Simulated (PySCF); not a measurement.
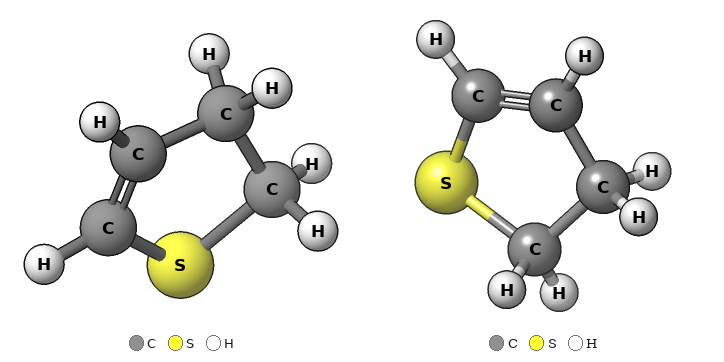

Both panels show the same species.

Computed geometry: PBE0-D3(BJ)/def2-SVP optimisation. No frequency run is at hand to confirm it as a minimum.

Description:

Formula C₄H₆S. As SMILES it reads `C1=CSCC1`. Independent rings (smallest set): 1 of 5 members. Among its groups: alkene, thioether. The point group is C1. Coordination: 2 C trigonal planar; 1 S bent; 2 C tetrahedral.

The parts below concern this one geometry. Atoms keep their numbers from picture to picture.

## Shape

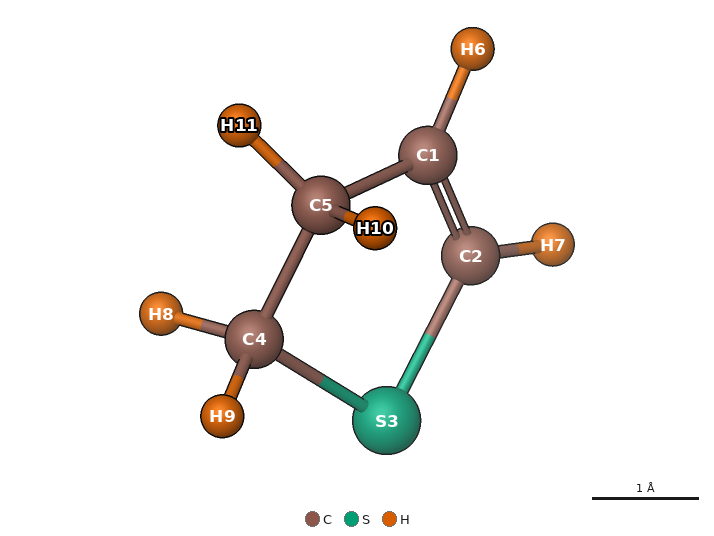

Numbered structure. No frequency run is at hand to confirm it as a minimum.

List the bonds and their lengths.

```json
{"bond": "C1–C2", "length (Å)": "1.338", "order": "double"}
{"bond": "C1–C5", "length (Å)": "1.504", "order": "single"}
{"bond": "C1–H6", "length (Å)": "1.092", "order": "single"}
{"bond": "C2–S3", "length (Å)": "1.759", "order": "single"}
{"bond": "C2–H7", "length (Å)": "1.092", "order": "single"}
{"bond": "S3–C4", "length (Å)": "1.835", "order": "single"}
{"bond": "C4–C5", "length (Å)": "1.530", "order": "single"}
{"bond": "C4–H8", "length (Å)": "1.101", "order": "single"}
{"bond": "C4–H9", "length (Å)": "1.098", "order": "single"}
{"bond": "C5–H10", "length (Å)": "1.107", "order": "single"}
{"bond": "C5–H11", "length (Å)": "1.102", "order": "single"}
```

## Polarisability

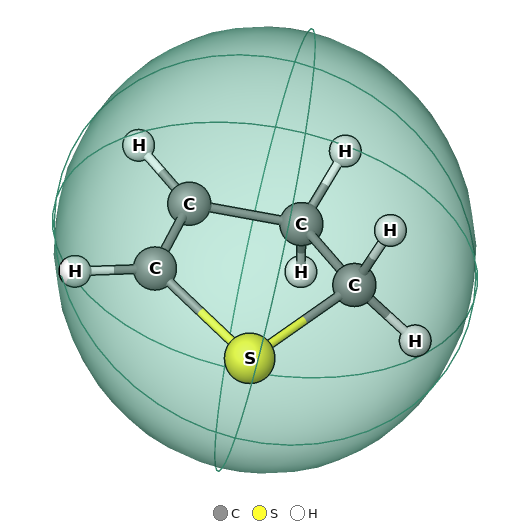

The ellipsoid shows the static dipole polarisability: its half-axes are proportional to the principal values. No frequency run is at hand to confirm it as a minimum. Computed with CAM-B3LYP/def2-SVPD in water (IEF-PCM) (PySCF 2.14.0).

> How large and how anisotropic is the polarisability?

Principal values 73.6, 91.3, 113.3 bohr³; mean 92.7 bohr³ (13.74 Å³); anisotropy 34.4 bohr³, so the longest axis is 1.54 times the shortest.

## NMR shielding

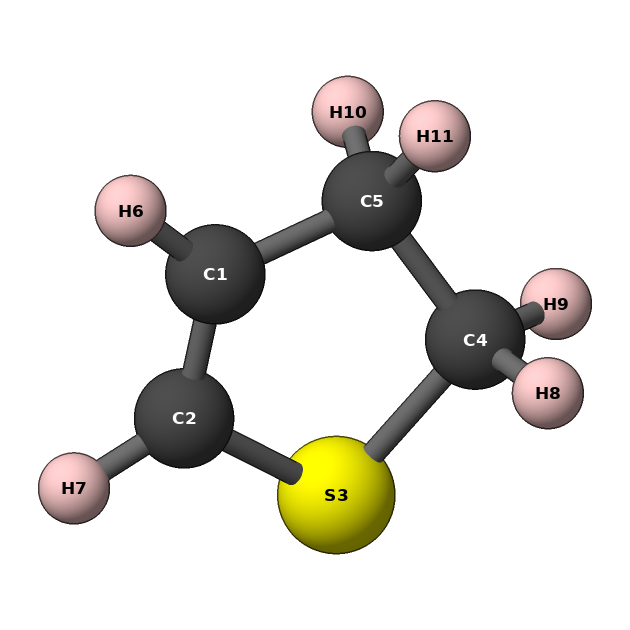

No frequency run is at hand to confirm it as a minimum. Properties computed with GIAO PBE0/pcSseg-1 NMR shielding, non-relativistic, IEF-PCM water (PySCF 2.14.0). Principal shieldings σ11 ≤ σ22 ≤ σ33, span Ω = σ33 − σ11, skew κ = 3(σiso − σ22)/Ω.

Give the shielding tensors of the S atoms.

```
atom    σ11    σ22    σ33   σiso      Ω     κ
  S3  296.6  351.1  737.8  461.8  441.2  0.75
```

Shieldings and span in ppm.

## Ring current

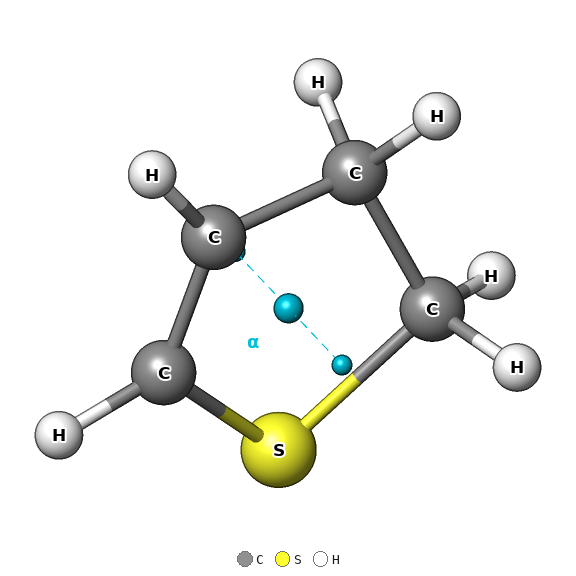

The small points mark where nucleus-independent chemical shifts (NICS) were computed: at the centre of each lettered ring and 1 Å above and below it. No frequency run is at hand to confirm it as a minimum. Level of theory: GIAO PBE0/pcSseg-1 NMR shielding, non-relativistic, IEF-PCM water (PySCF 2.14.0).

Give NICS(0), NICS(1) and the out-of-plane component NICS(1)zz for each ring (means of the two sides).

| ring | members | NICS(0) | NICS(1) | NICS(1)zz |
| --- | --- | --- | --- | --- |
| α | C4S | −5.4 | −3.5 | −2.5 |

Values in ppm.

> What do the values say about the ring currents?

Ring α: weak, as in a non-aromatic ring. NICS is one index among several.
